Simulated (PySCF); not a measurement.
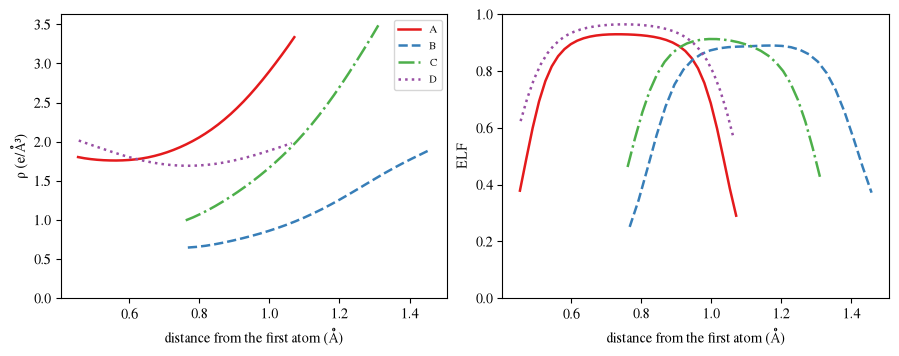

*C2H6Cl3NSi. Total electron density and ELF along straight lines between neighbouring atoms. The curves leave out the atomic cores.*

Geometry: PBE0-D3(BJ)/def2-SVP.

Computed with B3LYP/def2-SVPD, SCF density, gas phase in PySCF.

Input file:

```
{"job": {"kind": "uv", "xc": "B3LYP", "basis": "def2-SVPD", "ip": false, "nstates": 10}, "charge": 0, "multiplicity": 1}
Si     0.309733     1.477795     1.165603
Cl     0.216239     1.650800     3.201828
Cl     2.286306     1.530658     0.594136
Cl    -0.567045     3.097904     0.269038
N     -0.496178     0.055660     0.731023
C     -0.704849    -0.397738    -0.632848
C      0.309904    -1.428886    -1.096601
H     -0.639888    -0.641381     1.453897
H     -1.730129    -0.794998    -0.730083
H     -0.671657     0.486326    -1.290993
H      1.329683    -1.018286    -1.047672
H      0.110242    -1.741134    -2.133146
H      0.278267    -2.328811    -0.461962
```

Run with:

```sh
OMP_NUM_THREADS=1 python probes_run.py task.json out
```

> Which curve belongs to which contact (C–C, C–N, Si–Cl and Si–N)? The first atom named is at distance zero.

Curve A: C–N (1.45 Å): the density is about 1.9 e/Å³ at the midpoint; the ELF peaks at about 0.95 between the atoms: a shared electron pair. Curve B: Si–Cl (2.05 Å): the density is about 0.9 e/Å³ at the midpoint; the ELF peaks at about 0.90 between the atoms; a shared but strongly polarised pair. Curve C: Si–N (1.69 Å): ρ is about 1.2 e/Å³ halfway; the ELF peaks at about 0.90 between the atoms: a shared but strongly polarised pair. Curve D: C–C (1.52 Å): ρ is about 1.7 e/Å³ halfway; the ELF peaks at about 0.95 between the atoms: a shared electron pair.
